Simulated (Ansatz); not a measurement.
# Effect of H interstitial (started 2.55 Å from the nearest host atom), symmetric start on NaI

Consider a 16-atom supercell of NaI in the rock salt structure (space group Fm-3m, No. 225; a = 6.5290 Å) at its relaxed geometry.

One thing is altered: one H atom is added in an open site, starting 2.55 Å from the nearest host atom, atoms relaxed at fixed cell.

Level of theory: Ansatz (a first-principles code), PBE, PAW, cutoff 420 eV, scalar-relativistic without spin-orbit coupling. Γ-centred 3×3×3 mesh, Fermi–Dirac width 0.01 eV.

* **Largest displacement of a host atom from its site in the perfect cell**: 0.11 Å

Final structure:

```
Na8HI8
1.0
    0.00000     6.52904     6.52904
    6.52904     0.00000     6.52904
    6.52904     6.52904     0.00000
I Na H
8 8 1
Cartesian
 -0.04558  -0.04558  -0.07826
  3.31010   3.31010  -0.07826
  3.30759  -0.04307   3.27768
  6.51707   3.27648   3.24605
 -0.04307   3.30759   3.27768
  3.27648   6.51707   3.24605
  3.27493   3.27493   6.48904
  6.51863   6.51863   6.48904
  3.22421   3.22421   3.19147
  6.56935   6.56935   3.19147
  6.57051   3.22305   6.53554
  9.76252   6.56008   6.52742
  3.22305   6.57051   6.53554
  6.56008   9.76252   6.52742
  6.55539   6.55539   9.73357
  9.76720   9.76720   9.73357
  1.63226   1.63226   1.59160
```

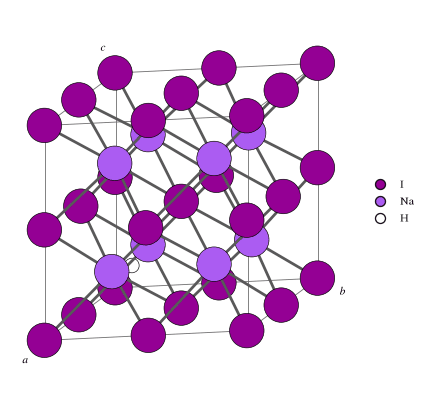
Figure. The relaxed cell after the change

The magnetic state is the one reached from the starting moments; the real material's order can differ, and small cells can't hold many antiferromagnetic ones. In so small a cell the defect repeats every few ångströms: this is an ordered compound, not a dilute defect. The defect started on the symmetric site and kept its symmetry, so it may sit on a saddle. The defect cell is spin-polarised and ends with 1.0 μB.
